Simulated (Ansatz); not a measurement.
System: Y₂Sb₄W.

Input

```
crystal:
  lattice:
    - [4.8959673676, 0.0, 0.0]
    - [0.0, 2.2045777765, 8.3026044587]
    - [0.0, -2.2045777765, 8.3026044587]
  atoms:
    - { symbol: "Y", position: [0.0, 0.0994942139, 0.0994942139] }
    - { symbol: "Y", position: [0.5, 0.8972907229, 0.8972907229] }
    - { symbol: Sb, position: [0.0, 0.4612858278, 0.4612858278] }
    - { symbol: Sb, position: [0.5, 0.579224355, 0.579224355] }
    - { symbol: Sb, position: [0.0, 0.7250501707, 0.7250501707] }
    - { symbol: Sb, position: [0.5, 0.2459806653, 0.2459806653] }
    - { symbol: W, position: [0.0, 0.3066735444, 0.3066735444] }
kpoints:
  mp_grid: { grid: [6, 6, 6] }
hamiltonian:
  xc: r2scan
  dispersion: rvv10
scf:
  occupations: { method: fermi_dirac, width: 0.03 }
relax:
  f_tol: 0.01
  cell: {}
  max_steps: 120
output:
  write_density: true
  write_potential: true
  elf: true
  volumetric_format: npy
```

Launched as:

```sh
ansatz run input.yaml --threads 4 --pin off --max-ram 4608MiB --backend cpu --events-out ev --progress --plain --runs-dir out
```

Below, planes, directions and counts refer to the conventional cell (a = 4.91 Å, b = 4.46 Å, c = 16.71 Å, α = 90.00°, β = 90.00°, γ = 90.00°).

The fields are those of the run's last geometry, not of the input's.

Space group Amm2; a structure from a database of computed crystals, not necessarily the ambient phase; started from the Nd2Sn4Rh-38 prototype, which need not be the ambient phase.

Method: DFT, r2SCAN+rVV10, plane waves, PAW (Ansatz 0.2.0).

### What will maps of the valence pseudo-density and electron localisation function show?

Sb–W (2.56 Å): ρ is about 0.54 e/Å³ halfway; the ELF is about 0.45 at the midpoint.
Y–W (3.42 Å): ρ at the midpoint is about 0.17 e/Å³; the ELF is about 0.35 at the midpoint: no shared electron pair shows on this line.

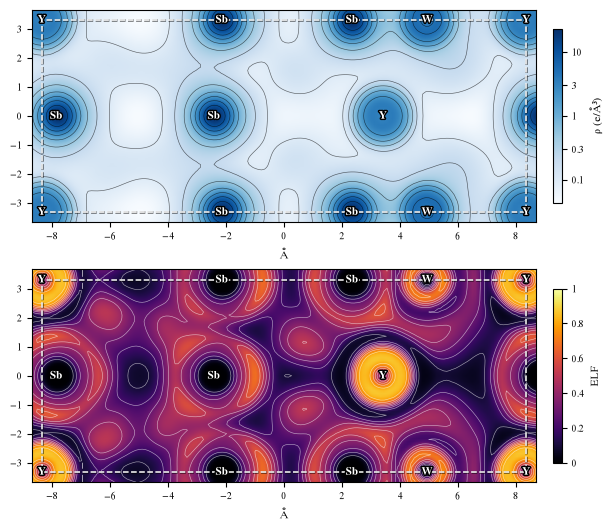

Computed valence pseudo-density and electron localisation function on the (110) plane of the conventional cell, in this order. 

Core electrons are frozen (PAW), and the valence fields are smoothed inside the atomic spheres.
